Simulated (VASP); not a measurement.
Band structure of MgH2 (rutile). Calculation: revPBE GGA, VASP's PBE PAW potentials (set 64) (plane waves; VASP).

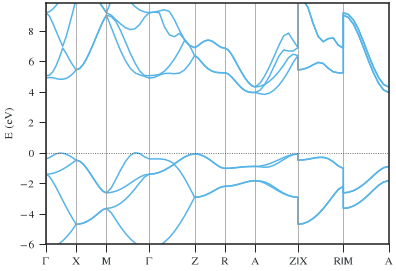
Figure. Bands along high-symmetry lines, zero at the valence-band maximum or, without a gap, the Fermi level

Q: Read the plot: is there a gap, and where are the band edges?

A: The gap is indirect, 3.82 eV, from the valence maximum at M-Γ at 0.67 to the conduction minimum at A-Z at 0.22. (Edges off the drawn lines would not show.)

The compound is MgH2 in the rutile structure. It was relaxed first.
